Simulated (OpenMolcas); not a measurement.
**Multiconfigurational calculation for Er³⁺**

Er³⁺, among 2 point charges of −2 e at 2.73 Å, linear (D∞h), whose field is part of the energies. Computed at this level: state-averaged CASSCF, active space 11 electrons in the shell 4f, basis ANO-RCC-VDZP, DKH2 scalar Hamiltonian, spin-orbit coupling by RASSI with atomic mean-field integrals (OpenMolcas).

Log (extracts):
```
--- SEWARD ---
Basis set label: ER.ANO-RCC...7S6P4D2F1G.

      Electronic valence basis set:
      ------------------
      Associated Effective Charge  68.000000 au
      Associated Actual Charge     68.000000 au
      Nuclear Model: Point charge

      Shell  nPrim  nBasis  Cartesian Spherical Contaminant
         s      25       7        X
         p      22       6        X
         d      15       4                 X
         f      11       2                 X
         g       4       1                 X
                  Relativistic Douglas-Kroll-Hess integrals:
                    - DKH order of Hamiltonian: 2
                    - DKH order of Properties : 0
                  Atomic mean-field integrals
--- RASSCF ---
Wave function specifications:
      -----------------------------

      Number of closed shell electrons          54
      Number of electrons in active shells      11
      Max number of holes in RAS1 space          0
      Max nr of electrons in RAS3 space          0
      Number of inactive orbitals               27
      Number of active orbitals                  7
      Number of secondary orbitals              34
      Spin quantum number                      1.5
      State symmetry                             2
Orbital specifications:
      -----------------------

      Symmetry species                           1   2
                                                ag  au
      Frozen orbitals                            0   0
      Inactive orbitals                         15  12
      Active orbitals                            0   7
      RAS1 orbitals                              0   0
      RAS2 orbitals                              0   7
      RAS3 orbitals                              0   0
      Secondary orbitals                        21  13
      Deleted orbitals                           0   0
      Number of basis functions                 36  32
      Number of CSFs                            35
      Number of root(s) required                35
      Iter CI   SX   CI       RASSCF       Energy    max ROT     max BLB   max BLB  Level Ln srch  Step   QN
          iter iter root      energy       change     param      element    value   shift minimum  type update
 Nr of preliminary CI iterations:   1
      Total energies have been shifted. Add               -13000.00 au
        1   1    7    0   -75.03790820    0.00E+00  -6.75E-02   16  29 2  3.79E-01*  0.00   0.00    SX    NO
        2   1    9    0   -75.07350141   -3.56E-02*  7.35E-02   13  26 2 -3.67E-01*  0.00   0.00    SX    NO
        3   1    8    0   -75.05312666    2.04E-02* -7.37E-02   19  32 2  4.08E-01*  0.00   0.00    SX    NO
        4   1    9    0   -75.05946675   -6.34E-03*  7.59E-02   13  26 2 -3.81E-01*  0.00   0.00    SX    NO
        5   1    8    0   -75.03876327    2.07E-02*  4.12E-02   13  26 2  4.31E-01*  0.00   0.49    SX   YES
        6   1    7    0   -75.19205585   -1.53E-01*  2.46E-03   19  32 2 -2.30E-02*  0.00   0.94    QN   YES
        7   1    6    0   -75.19259976   -5.44E-04* -5.32E-04   19  32 2  5.25E-03*  0.00   0.85    QN   YES
        8   1    5    0   -75.19262113   -2.14E-05* -3.15E-05   10  23 2  1.61E-04*  0.00   1.02    QN   YES
        9   1    4    0   -75.19262119   -5.99E-08* -7.13E-06   10  23 2  2.22E-05   0.00   1.09    QN   YES
       10   1    3    0   -75.19262119   -6.60E-10  -2.98E-06   12  16 2 -1.03E-06   0.00   0.98    QN   YES
      Convergence after 10 iterations
       11   1    3    0   -75.19262119   -5.46E-12  -2.98E-06   12  16 2  2.85E-07   0.00   0.98    QN   YES
      Natural orbitals and occupation numbers for root  1
      sym 2:   1.743170   1.320016   1.835127   1.203373   1.835127   1.320016   1.743170
      Natural orbitals and occupation numbers for root  2
      sym 2:   1.414021   1.413122   1.789489   1.585979   1.621711   1.210511   1.965167
      Natural orbitals and occupation numbers for root  3
      sym 2:   1.965167   1.413122   1.621711   1.210511   1.789489   1.585979   1.414021
::    RASSCF root number  1 Total energy: -13075.27694534
::    RASSCF root number  2 Total energy: -13075.27683155
::    RASSCF root number  3 Total energy: -13075.27683155
::    RASSCF root number  4 Total energy: -13075.27650817
::    RASSCF root number  5 Total energy: -13075.27650817
::    RASSCF root number  6 Total energy: -13075.27601122
::    RASSCF root number  7 Total energy: -13075.27601122
::    RASSCF root number  8 Total energy: -13075.27533814
::    RASSCF root number  9 Total energy: -13075.27533814
::    RASSCF root number 10 Total energy: -13075.27436042
::    RASSCF root number 11 Total energy: -13075.27436042
::    RASSCF root number 12 Total energy: -13075.27273283
::    RASSCF root number 13 Total energy: -13075.27273283
::    RASSCF root number 14 Total energy: -13075.19592081
::    RASSCF root number 15 Total energy: -13075.19592081
::    RASSCF root number 16 Total energy: -13075.19355348
::    RASSCF root number 17 Total energy: -13075.19355348
::    RASSCF root number 18 Total energy: -13075.19284468
::    RASSCF root number 19 Total energy: -13075.19126574
::    RASSCF root number 20 Total energy: -13075.19126574
::    RASSCF root number 21 Total energy: -13075.19028319
::    RASSCF root number 22 Total energy: -13075.14577498
::    RASSCF root number 23 Total energy: -13075.14560239
::    RASSCF root number 24 Total energy: -13075.14560239
::    RASSCF root number 25 Total energy: -13075.14540056
::    RASSCF root number 26 Total energy: -13075.14540056
::    RASSCF root number 27 Total energy: -13075.14457981
::    RASSCF root number 28 Total energy: -13075.14457981
::    RASSCF root number 29 Total energy: -13075.14419611
::    RASSCF root number 30 Total energy: -13075.14419611
--- RASSCF ---
Wave function specifications:
      -----------------------------

      Number of closed shell electrons          54
      Number of electrons in active shells      11
      Max number of holes in RAS1 space          0
      Max nr of electrons in RAS3 space          0
      Number of inactive orbitals               27
      Number of active orbitals                  7
      Number of secondary orbitals              34
      Spin quantum number                      0.5
      State symmetry                             2
Orbital specifications:
      -----------------------

      Symmetry species                           1   2
                                                ag  au
      Frozen orbitals                            0   0
      Inactive orbitals                         15  12
      Active orbitals                            0   7
      RAS1 orbitals                              0   0
      RAS2 orbitals                              0   7
      RAS3 orbitals                              0   0
      Secondary orbitals                        21  13
      Deleted orbitals                           0   0
      Number of basis functions                 36  32
      Number of CSFs                           112
      Number of root(s) required               112
      Iter CI   SX   CI       RASSCF       Energy    max ROT     max BLB   max BLB  Level Ln srch  Step   QN
          iter iter root      energy       change     param      element    value   shift minimum  type update
 Nr of preliminary CI iterations:   1
        1   1    0    0-13075.06771502    0.00E+00   0.00E+00   16  29 2 -1.14E-02*  0.00   0.00    SX    NO
      Natural orbitals and occupation numbers for root  1
      sym 2:   1.612300   1.559821   1.534314   1.587129   1.534314   1.559821   1.612300
      Natural orbitals and occupation numbers for root  2
      sym 2:   1.612300   1.559821   1.534314   1.587129   1.534314   1.559821   1.612300
      Natural orbitals and occupation numbers for root  3
      sym 2:   1.599429   1.569920   1.609838   1.441625   1.609838   1.569920   1.599429
::    RASSCF root number  1 Total energy: -13075.19484908
::    RASSCF root number  2 Total energy: -13075.19484908
::    RASSCF root number  3 Total energy: -13075.19458135
::    RASSCF root number  4 Total energy: -13075.19458135
::    RASSCF root number  5 Total energy: -13075.19424122
::    RASSCF root number  6 Total energy: -13075.19424122
::    RASSCF root number  7 Total energy: -13075.19399283
::    RASSCF root number  8 Total energy: -13075.19399283
::    RASSCF root number  9 Total energy: -13075.19382758
::    RASSCF root number 10 Total energy: -13075.19382758
::    RASSCF root number 11 Total energy: -13075.19376731
::    RASSCF root number 12 Total energy: -13075.16965774
::    RASSCF root number 13 Total energy: -13075.16965774
::    RASSCF root number 14 Total energy: -13075.16767951
::    RASSCF root number 15 Total energy: -13075.16767951
::    RASSCF root number 16 Total energy: -13075.16641603
::    RASSCF root number 17 Total energy: -13075.16641603
::    RASSCF root number 18 Total energy: -13075.16568585
::    RASSCF root number 19 Total energy: -13075.16568585
::    RASSCF root number 20 Total energy: -13075.16544702
::    RASSCF root number 21 Total energy: -13075.15668397
::    RASSCF root number 22 Total energy: -13075.15649479
::    RASSCF root number 23 Total energy: -13075.15649479
::    RASSCF root number 24 Total energy: -13075.15592268
::    RASSCF root number 25 Total energy: -13075.15592268
::    RASSCF root number 26 Total energy: -13075.15494730
::    RASSCF root number 27 Total energy: -13075.15494730
::    RASSCF root number 28 Total energy: -13075.15352153
::    RASSCF root number 29 Total energy: -13075.15352153
::    RASSCF root number 30 Total energy: -13075.15157062
--- RASSI ---
SPIN-FREE ENERGIES:
  (Shifted by EMIN (a.u.) =     -13075.2769453422)

 SF State       Relative EMIN(au)   Rel lowest level(eV)    D:o, cm**(-1)      L_eff

     1             0.0000000000        0.0000000000              0.0000         6.0
     2             0.0001137915        0.0030964253             24.9744         6.0
     3             0.0001137915        0.0030964253             24.9744         6.0
     4             0.0004371744        0.0118961213             95.9487         6.0
     5             0.0004371744        0.0118961213             95.9487         6.0
     6             0.0009341178        0.0254186401            205.0152         6.0
     7             0.0009341178        0.0254186401            205.0152         6.0
     8             0.0016071993        0.0437341204            352.7395         6.0
     9             0.0016071993        0.0437341204            352.7395         6.0
    10             0.0025849231        0.0703393415            567.3250         6.0
    11             0.0025849231        0.0703393415            567.3250         6.0
    12             0.0042125153        0.1146283813            924.5402         6.0
    13             0.0042125153        0.1146283813            924.5402         6.0
    14             0.0810245356        2.2047899346          17782.8301         3.0
    15             0.0810245356        2.2047899346          17782.8301         3.0
    31             0.0820962603        2.2339530477          18018.0465         5.0
    32             0.0820962603        2.2339530477          18018.0465         5.0
    33             0.0823639892        2.2412383233          18076.8062         5.0
    34             0.0823639892        2.2412383233          18076.8062         5.0
    35             0.0827041261        2.2504939184          18151.4576         5.0
    36             0.0827041261        2.2504939184          18151.4576         5.0
    37             0.0829525161        2.2572529557          18205.9729         5.0
    38             0.0829525161        2.2572529557          18205.9729         5.0
    39             0.0831177612        2.2617495031          18242.2400         5.0
    40             0.0831177612        2.2617495031          18242.2400         5.0
    41             0.0831780292        2.2633894805          18255.4673         5.0
    16             0.0833918627        2.2692081863          18302.3983         3.0
    17             0.0833918627        2.2692081863          18302.3983         3.0
    18             0.0841006580        2.2884954879          18457.9609         0.0
    19             0.0856796067        2.3314608720          18804.5001         3.0
    20             0.0856796067        2.3314608720          18804.5001         3.0
    21             0.0866621474        2.3581971651          19020.1428         3.0
    42             0.1072876046        2.9194444475          23546.9075         4.0
    43             0.1072876046        2.9194444475          23546.9075         4.0
    44             0.1092658361        2.9732748697          23981.0791         4.0
    45             0.1092658361        2.9732748697          23981.0791         4.0
    46             0.1105293134        3.0076558380          24258.3803         4.0
    47             0.1105293134        3.0076558380          24258.3803         4.0
    48             0.1112594911        3.0275249846          24418.6358         4.0
    49             0.1112594911        3.0275249846          24418.6358         4.0
Eigenvalues of complex Hamiltonian:
   -----------------------------------
  (Shifted by EMIN (a.u.) =     -13075.2769453422)

 SO State       Relative EMIN(au)   Rel lowest level(eV)    D:o, cm**(-1)     J-value

     1            -0.0370882358        0.0000000000              0.0000         7.5
     2            -0.0370882358        0.0000000000              0.0000         7.5
     3            -0.0369459118        0.0038728329             31.2365         7.4
     4            -0.0369459118        0.0038728329             31.2365         7.4
     5            -0.0366683587        0.0114254374             92.1524         7.1
     6            -0.0366683587        0.0114254374             92.1524         7.1
     7            -0.0362637820        0.0224345296            180.9467         6.7
     8            -0.0362637820        0.0224345296            180.9467         6.7
     9            -0.0356990097        0.0378027672            304.8999         6.1
    10            -0.0356990097        0.0378027672            304.8999         6.1
    11            -0.0349919191        0.0570436836            460.0883         5.3
    12            -0.0349919191        0.0570436836            460.0883         5.3
    13            -0.0340357204        0.0830631759            669.9497         4.2
    14            -0.0340357204        0.0830631759            669.9497         4.2
    15            -0.0326445743        0.1209181898            975.2710         2.3
    16            -0.0326445743        0.1209181898            975.2710         2.3
    17            -0.0066150238        0.8292183400           6688.0970         6.5
    18            -0.0066150238        0.8292183400           6688.0970         6.5
    19            -0.0064577171        0.8334988736           6722.6218         6.3
    20            -0.0064577171        0.8334988736           6722.6218         6.3
    21            -0.0061415984        0.8421009023           6792.0018         6.0
    22            -0.0061415984        0.8421009023           6792.0018         6.0
    23            -0.0056592873        0.8552252577           6897.8569         5.6
    24            -0.0056592873        0.8552252577           6897.8569         5.6
    25            -0.0049857898        0.8735520580           7045.6725         4.9
    26            -0.0049857898        0.8735520580           7045.6725         4.9
    27            -0.0040347400        0.8994314416           7254.4038         3.8
    28            -0.0040347400        0.8994314416           7254.4038         3.8
    29            -0.0027246758        0.9350801020           7541.9296         2.1
    30            -0.0027246758        0.9350801020           7541.9296         2.1
    31             0.0122127362        1.3415477918          10820.3127         5.5
    32             0.0122127362        1.3415477918          10820.3127         5.5
    33             0.0123846872        1.3462268149          10858.0515         5.3
    34             0.0123846872        1.3462268149          10858.0515         5.3
    35             0.0127376609        1.3558317208          10935.5203         5.0
    36             0.0127376609        1.3558317208          10935.5203         5.0
    37             0.0132890105        1.3708347067          11056.5276         4.4
    38             0.0132890105        1.3708347067          11056.5276         4.4
    39             0.0141282094        1.3936704727          11240.7104         3.5
    40             0.0141282094        1.3936704727          11240.7104         3.5
    41             0.0152378277        1.4238647233          11484.2435         1.9
Weights of the five most important spin-orbit-free states for each spin-orbit state.

 SO State  Total energy (au)           Spin-free states, spin, and weights
 -------------------------------------------------------------------------------------------------------
    1        -0.037088       1 1.5  0.4201    2 1.5  0.2402    3 1.5  0.2402    5 1.5  0.0376    4 1.5  0.0376
    2        -0.037088       1 1.5  0.4201    2 1.5  0.2402    3 1.5  0.2402    5 1.5  0.0376    4 1.5  0.0376
    3        -0.036946       3 1.5  0.2316    2 1.5  0.2316    1 1.5  0.1848    5 1.5  0.1428    4 1.5  0.1428
    4        -0.036946       3 1.5  0.2316    2 1.5  0.2316    1 1.5  0.1848    5 1.5  0.1428    4 1.5  0.1428
    5        -0.036668       4 1.5  0.2403    5 1.5  0.2403    3 1.5  0.1326    2 1.5  0.1326    7 1.5  0.1047
    6        -0.036668       4 1.5  0.2403    5 1.5  0.2403    3 1.5  0.1326    2 1.5  0.1326    7 1.5  0.1047
    7        -0.036264       6 1.5  0.2334    7 1.5  0.2334    5 1.5  0.1824    4 1.5  0.1824    8 1.5  0.0682
    8        -0.036264       6 1.5  0.2334    7 1.5  0.2334    5 1.5  0.1824    4 1.5  0.1824    8 1.5  0.0682
    9        -0.035699       6 1.5  0.2428    7 1.5  0.2428    9 1.5  0.2080    8 1.5  0.2080   11 1.5  0.0366
   10        -0.035699       6 1.5  0.2428    7 1.5  0.2428    9 1.5  0.2080    8 1.5  0.2080   11 1.5  0.0366
   11        -0.034992       9 1.5  0.3151    8 1.5  0.3151   10 1.5  0.1610   11 1.5  0.1610   13 1.5  0.0127
   12        -0.034992       9 1.5  0.3151    8 1.5  0.3151   10 1.5  0.1610   11 1.5  0.1610   12 1.5  0.0127
```

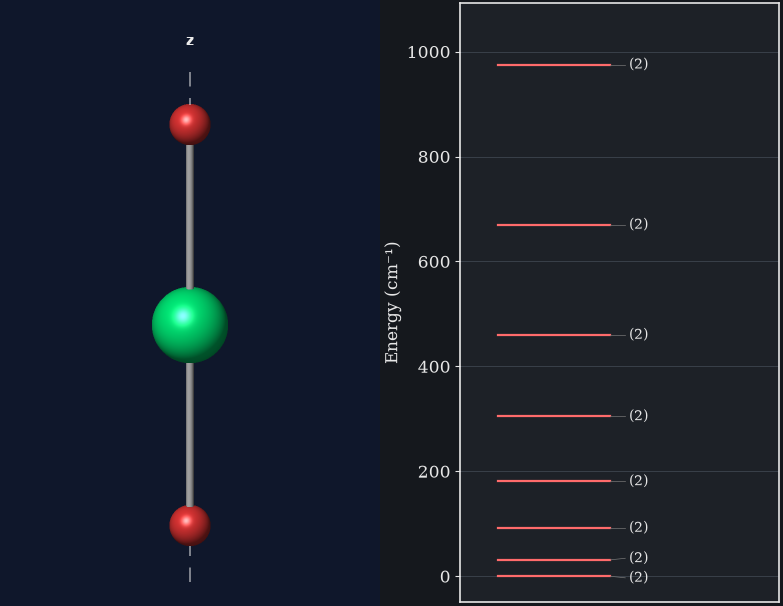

Er³⁺ (4f¹¹) among 2 point charges of −2 e at 2.73 Å, arranged as: linear (D∞h), with its levels. Labels give the representation in O, Td, D4 or D3 as the site allows (double group for half-integer spin) where it could be assigned and, in brackets, the degeneracy; spin-free states, where drawn, share the zero of the spin-orbit levels. The ground level is a Kramers doublet, 98 % from states of spin multiplicity 4 (of the 112 states of multiplicity 2, 65 enter the spin-orbit step), effective J = 7.50, with |mJ| = 1/2 the largest share (100 %). Its principal g values are 1.20, 9.58 and 9.58, easy-plane. The next level lies at 31 cm⁻¹. The lowest J multiplet spreads over 975 cm⁻¹.

Input:
```
&GATEWAY
Coord
1

Er 0.0 0.0 0.0
Basis=ANO-RCC-VDZP
Group=XYZ
NoMove
AngMom=0.0 0.0 0.0
AMFI
XField
1 Angstrom 0
0.000000 0.000000 2.730000 -2.000000
&SEWARD
&RASSCF
FileOrb=start.orb
Symmetry=2
Spin=4
nActEl=11 0 0
Inactive=15 12
Ras2=0 7
CIRoot=35 35 1
SDav=35
CIMx=300
Iter=120 100
PrWF=0.3
OrbListing=Nothing
MaxOrb=0
>>> COPY $Project.JobIph JOB001
&RASSCF
FileOrb=start.orb
Symmetry=2
Spin=2
nActEl=11 0 0
Inactive=15 12
Ras2=0 7
CIRoot=112 112 1
SDav=112
CIMx=300
Iter=120 100
PrWF=0.3
OrbListing=Nothing
MaxOrb=0
CIOnly
>>> COPY $Project.JobIph JOB002
&RASSI
NrOfJobIphs=2 30 65
1 2 3 4 5 6 7 8 9 10 11 12 13 14 15 16 17 18 19 20 21 22 23 24 25 26 27
28 29 30
1 2 3 4 5 6 7 8 9 10 11 12 13 14 15 16 17 18 19 20 21 22 23 24 25 26 27
28 29 30 31 32 33 34 35 36 37 38 39 40 41 42 43 44 45 46 47 48 49 50 51
52 53 54 55 56 57 58 59 60 61 62 63 64 65
IphNames
JOB001
JOB002
EJob
SpinOrbit
DIPRint=1.0
SOCoupling=1000.0
Subsets=2
Property=9
'ANGMOM' 1 'ANGMOM' 2 'ANGMOM' 3 'MLTPL  1' 1 'MLTPL  1' 2 'MLTPL  1' 3
'AMFI' 1 'AMFI' 2 'AMFI' 3
SOProperty=3
'ANGMOM' 1 'ANGMOM' 2 'ANGMOM' 3
```

The file start.orb holds starting orbitals from an earlier step. A driver script formed the levels outside the program, from RASSI's spin-orbit matrix and the active-space energies, averaged over the components of each term or state.

Command:
```bash
OMP_NUM_THREADS=1 MOLCAS_MEM=2252 MOLCAS_PROJECT=a pymolcas a.inp > a.log  # once for each step of the input, in one work folder
```

Results in brief:

| quantity | value |
| --- | --- |
| outcome | converged |
| energy of the lowest spin-free term | −13075.27695 hartree |
| energy of the lowest spin-orbit level | −13075.31403 hartree |
| largest spread among components of a term | 0.0 cm⁻¹ |
| hardware | 1 thread of Arm Neoverse V1, 24 GiB of memory available, shared host |
| wall time | 25 s |

Notes:

Without dynamic correlation the splittings between terms come out too large, often by 20 to 50 %. To bear in mind: high states of lower spin left out of the spin-orbit mixing; point charges have no covalency; spin-free states above about 45,000 cm⁻¹ are left out of the spin-orbit step.
